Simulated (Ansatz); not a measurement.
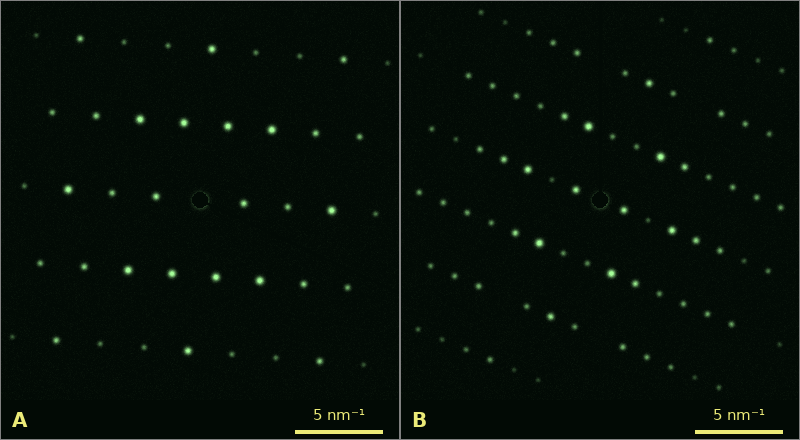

Kinematic electron diffraction patterns (200 kV, B = 0.5 Å², same scale, each along a low-index zone) of two structures of composition NaRh2, each relaxed at zero pressure with DFT PBE, scalar-relativistic, plane waves, PAW (Ansatz 0.2.0).

The structures (standard cells):
1. I4/mmm (No. 139), a = 2.747 Å, c = 13.342 Å, 6 atoms; generated start, possibly hypothetical
2. P6/mmm (No. 191), a = 4.559 Å, c = 2.662 Å (hexagonal axes), 3 atoms; generated start, possibly hypothetical

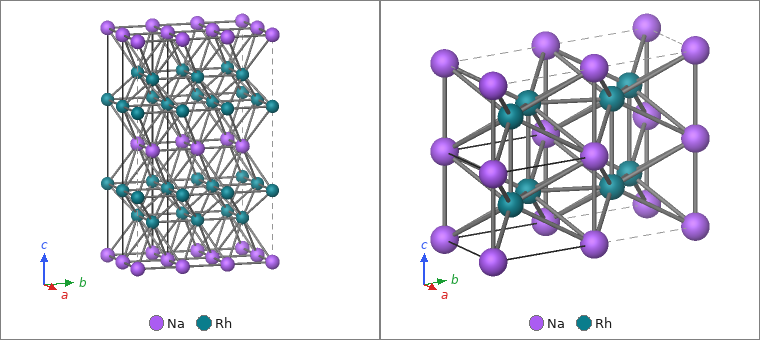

Drawings of the structures 1 to 2, from left to right (each may span several cells).

### Which pattern belongs to which structure, and along which zone?

A is structure 2 along [101] or an equivalent direction: centred rectangular net of 0 1 0 at d = 3.95 Å and 1 0 -1 at d = 2.21 Å, 73.8° apart. B is structure 1 along [100] or an equivalent direction: centred rectangular net of 0 0 2 at d = 6.67 Å and 0 1 1 at d = 2.69 Å, 78.4° apart (some points of this net are extinct or too weak to see).

### Which structure lies lowest at this level of theory, and by how much?

Structure 1 (I4/mmm, 16.78 Å³ an atom) is the lowest of these; structure 2 (P6/mmm, 15.97 Å³ an atom) lies about 170 meV an atom higher. These are static energies at 0 K; other structures, not shown, may lie lower still.
